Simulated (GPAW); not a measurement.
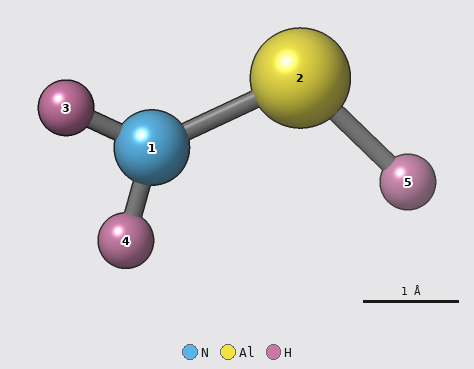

The structure as given in the input (ball-and-stick view, seen at a tilt; atoms are numbered from 1 in the order of the input). Sticks mark near contacts.

## AlNH3: geometry relaxation (part 1 of 5)

AlNH3, multiplicity 2, computed with r2SCAN/plane waves, UKS, scalar-relativistic datasets (GPAW 26.7.0).

The atoms were displaced at random from an optimised geometry.

## Log
```
__  _  _
 | _ |_)|_||  |
 |__||  | ||/\| - 26.7.0

units:  Angstrom and eV
cores:  1
OpenMP: False

Versions:
  Python: 3.12.14
  ASE:    3.29.0
  Numpy:  2.5.5
  Scipy:  1.18.1
  Libxc:  7.0.0

        _gpaw.cpython-312-x86_64-linux-gnu.so

Input parameters:
  mode=PW(ecut=340),
  convergence={'eigenstates': 1e-06},
  eigensolver=Davidson(niter=2),
  maxiter=60,
  mixer=Pulay(name='pulay', nmaxold=5, beta=0.1, weight=1.0, sigma=0.015, g_ss=None),
  occupations=Occupations(name='fermi-dirac', width=0.0, fixmagmom=True),
  symmetry=Symmetry(point_group=False, time_reversal=False),
  xc=XC(name='MGGA_X_R2SCAN+MGGA_C_R2SCAN')

Diagonalizing LCAO Hamiltonian
Converting LCAO to pw mode
         .-------------------------------.
        /|                               |
       / |                               |
      /  |                               |
     /   |                               |
    /    |                               |
   /     |                               |
  /      |                               |
 *       |                               |
 |       |        H                      |
 |       |       H N   Al                |
 |       |              H                |
 |       .-------------------------------.
 |      /                               /
 |     /                               /
 |    /                               /
 |   /                               /
 |  /                               /
 | /                               /
 |/                               /
 *-------------------------------*

Atoms  # Å, Bohr magnetons
|   | symbol |        x |        y |        z |    initial magnetic moments |
|---|--------|----------|----------|----------|-----------------------------|
| 0 |      N | 5.653881 | 6.499621 | 5.056529 | ( 0.0000,  0.0000,  0.2000) |
| 1 |     Al | 7.385541 | 6.499621 | 5.056529 | ( 0.0000,  0.0000,  0.2000) |
| 2 |      H | 5.001849 | 7.270583 | 5.056529 | ( 0.0000,  0.0000,  0.2000) |
| 3 |      H | 5.000000 | 5.715801 | 5.043236 | ( 0.0000,  0.0000,  0.2000) |
| 4 |      H | 7.972326 | 5.000000 | 5.000000 | ( 0.0000,  0.0000,  0.2000) |

Unit cell  # Å
| periodic |         x |         y |         z |   lengths |    angles |
|----------|-----------|-----------|-----------|-----------|-----------|
|       no | 12.972326 |  0.000000 |  0.000000 | 12.972326 | 90.000000 |
|       no |  0.000000 | 12.270583 |  0.000000 | 12.270583 | 90.000000 |
|       no |  0.000000 |  0.000000 | 10.056529 | 10.056529 | 90.000000 |

Number of symmetries: 1
Symmetry operations  # r_c * U_cc + t_c -> r_c
|   | kind |            matrix            |
|---|------|------------------------------|
| 0 |  E   |  1, 0, 0,  0, 1, 0,  0, 0, 1 |

BZ-sampling:
  Number of BZ points: 1
  Number of IBZ points: 1

  Monkhorst-Pack size: [1, 1, 1]
  Monkhorst-Pack shift: [0, 0, 0]

K-points  # in reciprocal-cell coordinates
|   |                                coordinates |     weight |
|---|--------------------------------------------|------------|
| 0 | (  0.00000000,   0.00000000,   0.00000000) | 1.00000000 |

Plane wave coefficients: 11411
Cutoff: 340.0 eV

Spin-components: 2 (collinear spins)
Bands:           11
Projectors:      19
Spin-degeneracy: 1
Datatype:        float64

  Storage: CPU
  Wave functions: 4_016_672 bytes (4_016_672 per core)
  Projectors: 4_929_552 bytes (4_929_552 per core)

Parallelization:
  kpt:    1
  domain: 1
  band:   1

Density:
  Valence electrons: 11.0
  Components: 2
  Grid points: [56 54 45]
  Charge: 0.0  # |e|

Potential:
  Grid points: [56 54 45]

species:
  N:
    name:    Nitrogen
    Z:       7.0
    valence: 5
    core:    2
    charge:  0.0  # [|e|]
    file:    N.PBE.gz
    compensation charges:
      type: gauss
      rc: 0.18  # [Å]
      lmax: 2
    cutoffs:
      filter: 1.11  # [Å]
      core: 0.96  # [Å]
    projectors
    | kind |    occ | energy [eV] | rcut [Å] |
    |------|--------|-------------|----------|
    |   2s |  2.000 |     -18.583 |    0.603 |
    |   2p |  3.000 |      -7.089 |    0.529 |
    |    s |        |       8.629 |    0.603 |
    |    p |        |      20.123 |    0.529 |
    |    d |        |       0.000 |    0.577 |

    Using partial waves for N as LCAO basis

  Al:
    name:    Aluminium
    Z:       13.0
    valence: 3
    core:    10
    charge:  0.0  # [|e|]
    file:    Al.PBE.gz
    compensation charges:
      type: gauss
      rc: 0.34  # [Å]
      lmax: 2
    cutoffs:
      filter: 1.91  # [Å]
      core: 2.36  # [Å]
    projectors
    | kind |    occ | energy [eV] | rcut [Å] |
    |------|--------|-------------|----------|
    |   3s |  2.000 |      -7.753 |    1.085 |
    |   3p |  1.000 |      -2.712 |    1.085 |
    |    s |        |      19.459 |    1.085 |
    |    p |        |      24.499 |    1.085 |
    |    d |        |       0.000 |    1.085 |

    Using partial waves for Al as LCAO basis

  H:
    name:    Hydrogen
    Z:       1.0
    valence: 1
    core:    0
    charge:  0.0  # [|e|]
    file:    H.PBE.gz
    compensation charges:
      type: gauss
      rc: 0.15  # [Å]
      lmax: 2
    cutoffs:
      filter: 0.85  # [Å]
      core: 0.53  # [Å]
    projectors
    | kind |    occ | energy [eV] | rcut [Å] |
    |------|--------|-------------|----------|
    |   1s |  1.000 |      -6.494 |    0.476 |
    |    s |        |      20.717 |    0.476 |
    |    p |        |       0.000 |    0.476 |

    Using partial waves for H as LCAO basis

Reference energy: -8122.615256  # eV

eigensolver:
  Davidson
  Converge bands: occupied
  niter=2

density mixing:
  Pulay-Mixer
  Linear mixing parameters: 0.1
  Old densities: 5
  No metric

occupation numbers:
  Fixed magnetic moment: 1.000
  # Zero width

poisson solver:
  ecut: 2720.0  # eV

xc functional:
  name: MGGA_X_R2SCAN+MGGA_C_R2SCAN with 2 nearest neighbor stencil

Initialization done in: 3.279 s

convergence criteria:
- Maximum integral of absolute [eigenst]ate change: 1e-06 eV^2 / valence electron
- Maximum [total energy] change in last 3 cyles: 0.0005 eV / valence electron
- Maximum integral of absolute [dens]ity change: 0.0001 electrons / valence electron
maximum number of iterations: 60

SCF iterations
|iter     |     time |      energy | eigst |  dens |  magmom |
|---------|----------|-------------|-------|-------|---------|
|iter:   1| 00:00:04 |  -26.257758 | +0.29 |       |  +0.9929|
|iter:   2| 00:00:07 |  -22.139289 | -1.13 | -0.41 |  +0.9936|
|iter:   3| 00:00:09 |  -21.311402 | -0.66 | -0.47 |  +0.9962|
|iter:   4| 00:00:12 |  -21.313116 | -1.84 | -0.78 |  +0.9968|
|iter:   5| 00:00:15 |  -21.476488 | -1.76 | -0.83 |  +0.9997|
|iter:   6| 00:00:17 |  -21.485425 | -1.57 | -1.42 |  +0.9996|
|iter:   7| 00:00:20 |  -21.465493 | -2.53 | -1.39 |  +0.9998|
|iter:   8| 00:00:23 |  -21.464051 | -2.70 | -1.67 |  +1.0000|
|iter:   9| 00:00:26 |  -21.464787c| -4.19 | -2.03 |  +1.0000|
|iter:  10| 00:00:28 |  -21.465397c| -4.00 | -2.16 |  +1.0000|
|iter:  11| 00:00:31 |  -21.465280c| -3.76 | -2.50 |  +1.0000|
|iter:  12| 00:00:34 |  -21.465243c| -5.21 | -2.71 |  +1.0000|
|iter:  13| 00:00:36 |  -21.465338c| -4.05 | -2.77 |  +1.0000|
|iter:  14| 00:00:39 |  -21.465237c| -4.60 | -2.78 |  +1.0000|
|iter:  15| 00:00:42 |  -21.465234c| -5.71 | -3.07 |  +1.0000|
|iter:  16| 00:00:44 |  -21.465238c| -5.16 | -3.17 |  +1.0000|
|iter:  17| 00:00:47 |  -21.465238c| -6.08c| -3.42 |  +1.0000|
|iter:  18| 00:00:50 |  -21.465236c| -5.89 | -3.59 |  +1.0000|
|iter:  19| 00:00:53 |  -21.465236c| -6.92c| -3.85 |  +1.0000|
|iter:  20| 00:00:55 |  -21.465237c| -6.71c| -3.93 |  +1.0000|
|iter:  21| 00:00:58 |  -21.465236c| -6.96c| -4.02c|  +1.0000|

Converged in 21 steps
SCF loop duration: 54.766 s (2.608 s/step)
Energy contributions relative to reference atoms: (reference = -8122.615256)

Energy contributions:
  Kinetic:           6.713675
  Coulomb:          -4.322304
  Zero:              0.035017
  External:          0.000000
  Xc:              -23.891624
  Entropy:           0.000000
  Spinorbit:         0.000000
  ----------------------------
  Free energy:     -21.465236
  Extrapolated:    -21.465236

dipole moment: (-0.241433, 0.118240, 0.003389)  # |e|*Ang

Total magnetic moment: (0.000000, 0.000000, 1.000000)

Local magnetic moments
|        x |        y |         z |
|----------|----------|-----------|
| 0.000000 | 0.000000 |  0.008067 |  # N    0
| 0.000000 | 0.000000 |  0.212721 |  # Al   1
| 0.000000 | 0.000000 | -0.000100 |  # H    2
| 0.000000 | 0.000000 |  0.008323 |  # H    3
| 0.000000 | 0.000000 |  0.045319 |  # H    4

Fermi levels: -1.888, -3.542
Eigenvalues  # (at kpt = [0.000, 0.000, 0.000])
| band index |      eig [eV] | occ [0-1] |      eig [eV] | occ [0-1] |
|------------|---------------|-----------|---------------|-----------|
|          0 |       -22.287 |     1.000 |       -22.262 |     1.000 |
|          1 |       -11.495 |     1.000 |       -11.447 |     1.000 |
|          2 |       -11.261 |     1.000 |       -11.032 |     1.000 |
|          3 |        -8.163 |     1.000 |        -7.695 |     1.000 |
|          4 |        -6.363 |     1.000 |        -6.355 |     1.000 |
|          5 |        -4.704 |     1.000 |        -2.379 |     0.000 |
|          6 |        -1.396 |     0.000 |        -0.590 |     0.000 |
|          7 |        -0.264 |     0.000 |        -0.086 |     0.000 |
|          8 |         0.243 |     0.000 |         0.395 |     0.000 |
|          9 |         0.726 |     0.000 |         0.851 |     0.000 |
|         10 |         0.943 |     0.000 |         0.982 |     0.000 |

Gap: 0.983 eV
Transition (v -> c):
  (s=1, k=0, n=5, [0.00, 0.00, 0.00]) -> (s=0, k=0, n=6, [0.00, 0.00, 0.00])
No difference between direct/indirect transitions
vacuum-level: 0.205  # V

Forces  # eV/Ang
|        x |        y |        z |
|----------|----------|----------|
| -1.13322 | -0.08314 |  0.16242 |  # N    0
|  1.28656 | -0.28461 | -0.02466 |  # Al   1
| -0.31155 |  1.32673 |  0.04003 |  # H    2
|  0.01135 | -1.04257 | -0.01065 |  # H    3
|  0.10710 |  0.11504 |  0.01768 |  # H    4

Force computation time: 0.277  # s
                Step[ FC]     Time          Energy          fmax
BFGSLineSearch:    0[  0] 00:00:59      -21.465236       1.3634
         .-------------------------------.
        /|                               |
       / |                               |
      /  |                               |
     /   |                               |
    /    |                               |
   /     |                               |
  /      |                               |
 *       |                               |
 |       |        H                      |
 |       |       H N    Al               |
 |       |              H                |
 |       .-------------------------------.
 |      /                               /
 |     /                               /
 |    /                               /
 |   /                               /
 |  /                               /
 | /                               /
 |/                               /
 *-------------------------------*

Atoms  # Å, Bohr magnetons
|   | symbol |        x |        y |        z |    initial magnetic moments |
|---|--------|----------|----------|----------|-----------------------------|
| 0 |      N | 5.540559 | 6.491306 | 5.072771 | ( 0.0000,  0.0000,  0.0081) |
| 1 |     Al | 7.514197 | 6.471160 | 5.054063 | ( 0.0000,  0.0000,  0.2127) |
| 2 |      H | 4.970694 | 7.403256 | 5.060532 | ( 0.0000,  0.0000, -0.0001) |
| 3 |      H | 5.001135 | 5.611545 | 5.042170 | ( 0.0000,  0.0000,  0.0083) |
| 4 |      H | 7.983037 | 5.011504 | 5.001768 | ( 0.0000,  0.0000,  0.0453) |

Unit cell  # Å
| periodic |         x |         y |         z |   lengths |    angles |
|----------|-----------|-----------|-----------|-----------|-----------|
|       no | 12.972326 |  0.000000 |  0.000000 | 12.972326 | 90.000000 |
|       no |  0.000000 | 12.270583 |  0.000000 | 12.270583 | 90.000000 |
|       no |  0.000000 |  0.000000 | 10.056529 | 10.056529 | 90.000000 |

Initialization done in: 1.979 s

convergence criteria:
- Maximum integral of absolute [eigenst]ate change: 1e-06 eV^2 / valence electron
- Maximum [total energy] change in last 3 cyles: 0.0005 eV / valence electron
- Maximum integral of absolute [dens]ity change: 0.0001 electrons / valence electron
maximum number of iterations: 60

SCF iterations
|iter     |     time |      energy | eigst |  dens |  magmom |
|---------|----------|-------------|-------|-------|---------|
|iter:   1| 00:01:02 |  -21.458120 | -0.62 |       |  +1.0151|
|iter:   2| 00:01:04 |  -21.411047 | -1.86 | -1.10 |  +1.0136|
|iter:   3| 00:01:07 |  -21.194021 | -1.22 | -1.18 |  +1.0089|
|iter:   4| 00:01:10 |  -21.192336 | -2.92 | -1.45 |  +1.0088|
|iter:   5| 00:01:12 |  -21.182923 | -2.26 | -1.50 |  +1.0033|
|iter:   6| 00:01:15 |  -21.167285 | -2.25 | -1.78 |  +1.0019|
|iter:   7| 00:01:18 |  -21.167523 | -3.76 | -1.99 |  +1.0015|
|iter:   8| 00:01:21 |  -21.167808c| -3.98 | -2.23 |  +1.0002|
|iter:   9| 00:01:23 |  -21.167813c| -4.78 | -2.67 |  +1.0002|
|iter:  10| 00:01:26 |  -21.167935c| -4.31 | -2.67 |  +1.0000|
|iter:  11| 00:01:29 |  -21.167895c| -5.59 | -2.94 |  +1.0000|
|iter:  12| 00:01:31 |  -21.167880c| -4.79 | -3.06 |  +1.0000|
|iter:  13| 00:01:34 |  -21.167884c| -6.04c| -3.23 |  +1.0000|
|iter:  14| 00:01:37 |  -21.167885c| -6.38c| -3.38 |  +1.0000|
|iter:  15| 00:01:39 |  -21.167885c| -6.55c| -3.57 |  +1.0000|
|iter:  16| 00:01:42 |  -21.167886c| -6.90c| -3.74 |  +1.0000|
|iter:  17| 00:01:45 |  -21.167887c| -7.25c| -3.90 |  +1.0000|
|iter:  18| 00:01:48 |  -21.167887c| -7.30c| -3.99 |  +1.0000|
|iter:  19| 00:01:50 |  -21.167886c| -7.41c| -4.05c|  +1.0000|

Converged in 19 steps
SCF loop duration: 49.429 s (2.602 s/step)
Energy contributions relative to reference atoms: (reference = -8122.615256)

Energy contributions:
  Kinetic:          -4.782654
  Coulomb:           4.841471
  Zero:              0.023118
  External:          0.000000
  Xc:              -21.249823
  Entropy:           0.000000
  Spinorbit:         0.000000
  ----------------------------
  Free energy:     -21.167886
  Extrapolated:    -21.167886

dipole moment: (0.014414, 0.102234, -0.007982)  # |e|*Ang

Total magnetic moment: (0.000000, 0.000000, 0.999993)

Local magnetic moments
|        x |        y |         z |
|----------|----------|-----------|
| 0.000000 | 0.000000 |  0.010012 |  # N    0
| 0.000000 | 0.000000 |  0.222188 |  # Al   1
| 0.000000 | 0.000000 | -0.000644 |  # H    2
| 0.000000 | 0.000000 |  0.006481 |  # H    3
| 0.000000 | 0.000000 |  0.045008 |  # H    4
```
